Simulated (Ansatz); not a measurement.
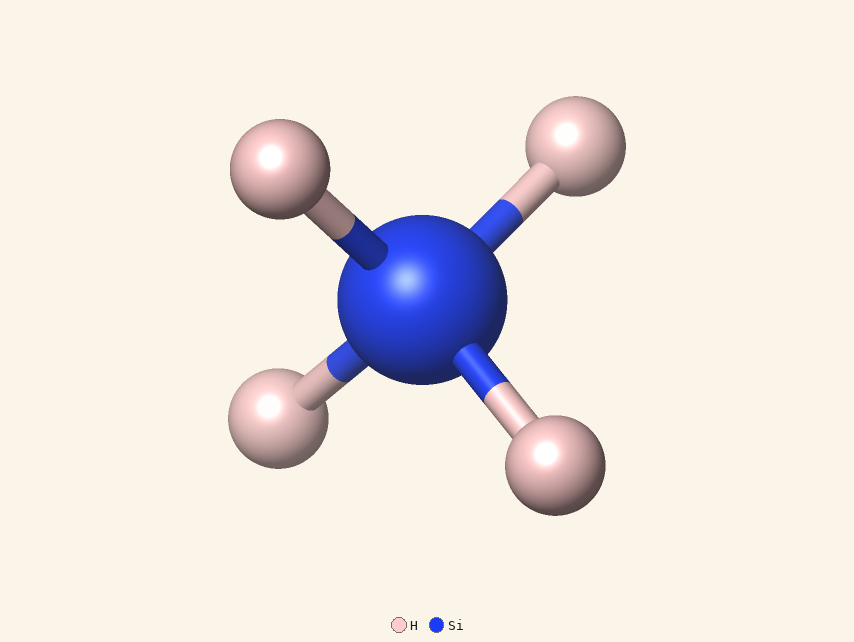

Rendered structure (ball-and-stick style). Every bond is drawn as one stick, whatever its order.

The geometry was computed by an optimisation with PBE0-D4/def2-TZVP.

Count the atoms of each element.

SiH₄, 5 atoms: 1 silicon and 4 hydrogen.

How many sets of symmetry-equivalent atoms are there?

2: 4 H, 1 Si.

More results for the same structure follow; atom numbers are the same in all pictures, views and colours differ.

### Geometry

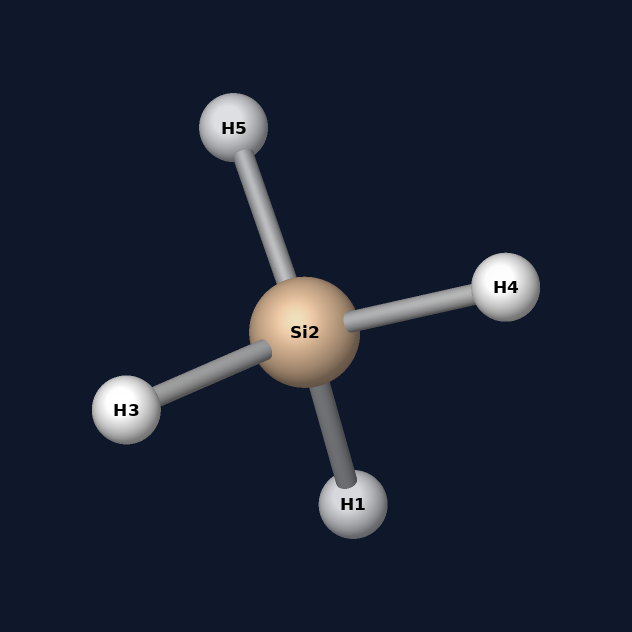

Give these bond angles: H1–Si2–H3.

```
    angle  degrees
H1–Si2–H3    109.5
```

### Vibrations

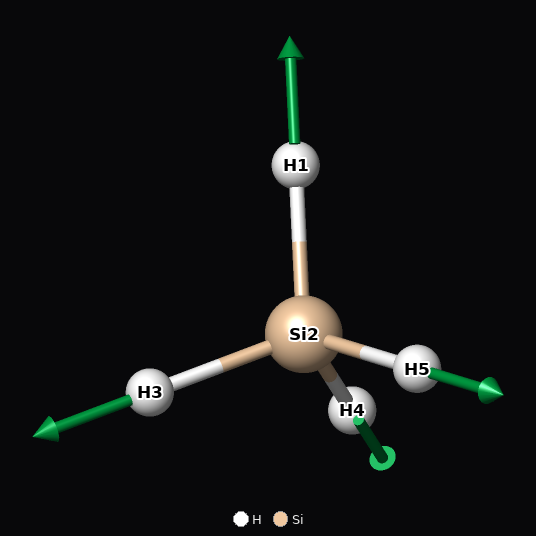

The arrows show one normal mode. Harmonic vibrations computed with RKS PBE0-D4/def2-TZVP (Ansatz 0.2.0) at a stationary point of the same level.

What kind of motion is it?

Mostly in-phase stretching of 4 Si–H bonds.

Estimate its harmonic wavenumber.

2235 cm⁻¹; it is mode 6 of 9 counted from the lowest.

### Charges

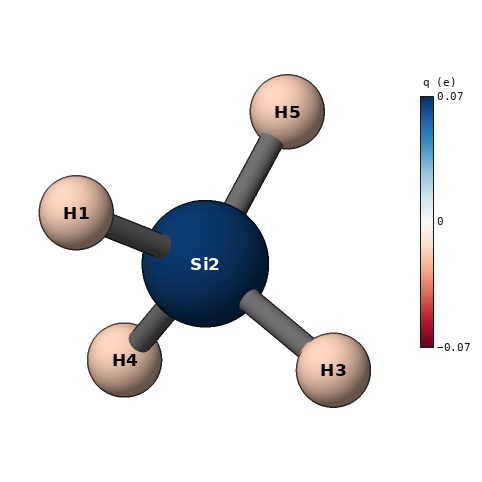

Atoms are coloured by their Mulliken charges. Method: RKS PBE0-D4/def2-TZVP (Ansatz 0.2.0).

List the Mulliken charges.

```tsv
atom	value (e)
H1	−0.02
Si2	0.07
H3	−0.02
H4	−0.02
H5	−0.02
```

### Thermal motion

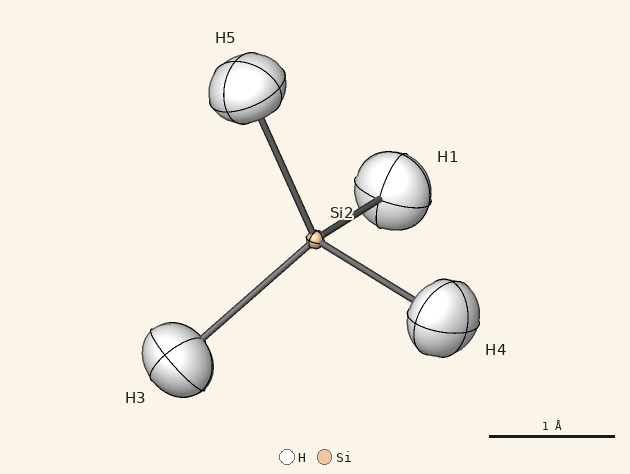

Displacement ellipsoids at the 50 % level, enlarged 2 times, from the internal vibrations of the free molecule (harmonic, no overall translation or rotation; no half-axis is drawn under 0.075 Å). Vibrations computed with RKS PBE0-D4/def2-TZVP (Ansatz 0.2.0). Temperature: 298 K.

List U_eq and the three principal root-mean-square amplitudes for each kind of atom.

```tsv
atom	U_eq (Å²)	rms amplitudes (Å)
H1, H3, H4, H5	0.0097	0.085, 0.104, 0.104
Si2	0.00007	0.008, 0.008, 0.008
```

Mulliken values depend strongly on the basis set and can even reverse the polarity of a bond.
